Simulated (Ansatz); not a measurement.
# U-wB97X/aug-cc-pVDZ run of SiF3 (trifluorosilyl)

What is the energy change on altering one bond length of SiF3 (trifluorosilyl) at U-wB97X/aug-cc-pVDZ? 

The results are computed with Ansatz 0.2.0.

20 further runs of the same task are left out: 20 set aside as unsound or not needed.

## Step 1: Starting point

SiF3 has 4 atoms, charge 0, and is taken as a doublet. As SMILES, `F[Si](F)F`. The shape is that of a PBE0-D4/def2-TZVP optimisation.

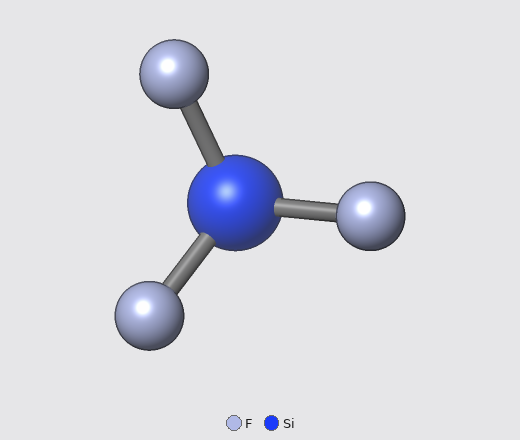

Viewed from a chosen angle; fluorine light blue, silicon blue.

## Step 2: The energy at U-wB97X/aug-cc-pVDZ

The input, in.yaml:

```yaml
basis:
  gaussian:
    orbitals: aug-cc-pVDZ
crystal:
  periodic: [false, false, false]
  atoms:
    - symbol: F
      position_ang: [0.784850, -0.507040, 1.151700]
    - symbol: Si
      position_ang: [-0.282750, 0.213060, 0.234280]
    - symbol: F
      position_ang: [-0.994260, -0.892250, -0.644340]
    - symbol: F
      position_ang: [0.492160, 1.186230, -0.741640]
magnetization:
  spin_polarized: true
  initial_magnetization: 1
hamiltonian:
  xc: {name: wB97X}
accuracy: high
output: {orbitals: {seedname: orbitals}}
```

Started as:

```sh
ansatz run in.yaml --threads 1 --pin off --max-ram 3480MiB --events-out events.jsonl --progress --plain --runs-dir runs
```

The program printed:

```text
Warning: RAYON_NUM_THREADS=1 ignored (pool sized by the plan → 1); use --threads N
Functional definition: wB97X
  name "wB97X"
  parameter omega = 0.3/bohr
  parameter cx = 0.157706
  parameter cx1 = 0.726479
  parameter cx2 = 1.04760
  parameter cx3 = -5.70635
  parameter cx4 = 13.2794
  parameter css1 = -4.33879
  parameter css2 = 18.2308
  parameter css3 = -31.7430
  parameter css4 = 17.2901
  parameter cos1 = 2.37031
  parameter cos2 = -11.3995
  parameter cos3 = 6.58405
  parameter cos4 = -3.78132
  exchange = spin_sum(e_x_unif_sr(omega)*poly(b97_u_x, 1 - cx, cx1, cx2, cx3, cx4)) + cx*exact_x_sr(omega)
      + exact_x_lr(omega)
  correlation = spin_sum(e_c_pw_same_spin*poly(b97_u_same, 1, css1, css2, css3, css4))
      + integral(e_c_pw_opposite_spin*poly(b97_u_opposite, 1, cos1, cos2, cos3, cos4))
1923 factors; integrals over basis functions are off by at most 3.1e-9 eV
393 factors; integrals over basis functions are off by at most 1.6e-9 eV
mean field evaluation 1: about -16026.1701 eV, gradient 3.5e1 eV
mean field evaluation 2: about -16025.7130 eV, gradient 4.0e1 eV
mean field evaluation 4: about -16030.2382 eV, gradient 4.4e-1 eV
mean field evaluation 8: about -16030.3102 eV, gradient 4.0e-2 eV
mean field evaluation 16: about -16030.3102 eV, gradient 1.4e-5 eV
mean field -16030.31017865 eV, -589.1030333307 hartree, gradient 5.5e-8 eV, S^2 0.751056; 0 other end points of the search recorded, 0 dependent functions left out
reference -16030.31017495 eV, -589.1030331950 hartree; 21, 20 occupied and 75, 76 virtual orbitals, 1923 factors
Total energy: -16030.31017495 eV, -589.1030331950 hartree
```

Wall time 42 s (1 thread of Arm Neoverse V1, shared host); peak memory 0.78 GiB.

## Step 3: The distorted shape at the same level

The input, molecule.yaml:

```yaml
crystal:
  periodic: [false, false, false]
  atoms:
    - symbol: F
      position_ang: [0.944990, -0.615055, 1.289313]
    - symbol: Si
      position_ang: [-0.282750, 0.213060, 0.234280]
    - symbol: F
      position_ang: [-0.994260, -0.892250, -0.644340]
    - symbol: F
      position_ang: [0.492160, 1.186230, -0.741640]
basis:
  gaussian: {orbitals: aug-cc-pVDZ}
accuracy: high
hamiltonian: {xc: {name: wB97X}}
output: {orbitals: {seedname: orbitals}}
magnetization: {spin_polarized: true, initial_magnetization: 1}
```

Started as:

```sh
ansatz run molecule.yaml --threads 1 --pin off --max-ram 3480MiB --events-out events.jsonl --progress --plain --runs-dir runs
```

The program printed (excerpt; [...] marks lines left out):

```text
Warning: RAYON_NUM_THREADS=1 ignored (pool sized by the plan → 1); use --threads N
[... 2 set-up lines as earlier in the session ...]
[...]
      + exact_x_lr(omega)
[...]
      + integral(e_c_pw_opposite_spin*poly(b97_u_opposite, 1, cos1, cos2, cos3, cos4))
1928 factors; integrals over basis functions are off by at most 3.1e-9 eV
400 factors; integrals over basis functions are off by at most 1.6e-9 eV
[...]
mean field -16029.96330352 eV, -589.0902859051 hartree, gradient 2.7e-8 eV, S^2 0.751787; 0 other end points of the search recorded, 0 dependent functions left out
reference -16029.96329946 eV, -589.0902857558 hartree; 21, 20 occupied and 75, 76 virtual orbitals, 1928 factors
Total energy: -16029.96329946 eV, -589.0902857558 hartree
```

It took 47 s on 1 thread of Arm Neoverse V1, shared host; peak memory 0.78 GiB.

## Step 4: Summary of results

Level: U-wB97X/aug-cc-pVDZ.

```
                                                          quantity          value
                                         first shape: total energy  -589.10303 Eh
                   first shape: HOMO energy (highest over α and β)      -10.27 eV
                    first shape: LUMO energy (lowest over α and β)       -2.51 eV
                                                 first shape: ⟨S²⟩          0.751
                                     distorted shape: total energy  -589.09029 Eh
               distorted shape: HOMO energy (highest over α and β)      -10.79 eV
                distorted shape: LUMO energy (lowest over α and β)       -2.99 eV
                                             distorted shape: ⟨S²⟩          0.752
energy change with the F1–Si2 bond stretched from 1.581 to 1.818 Å       0.347 eV
```

**Reading.** With the F1–Si2 bond stretched from 1.581 to 1.818 Å the energy rises by 0.35 eV (33.5 kJ/mol). The first shape isn't relaxed at this level, so the change isn't measured from a minimum.
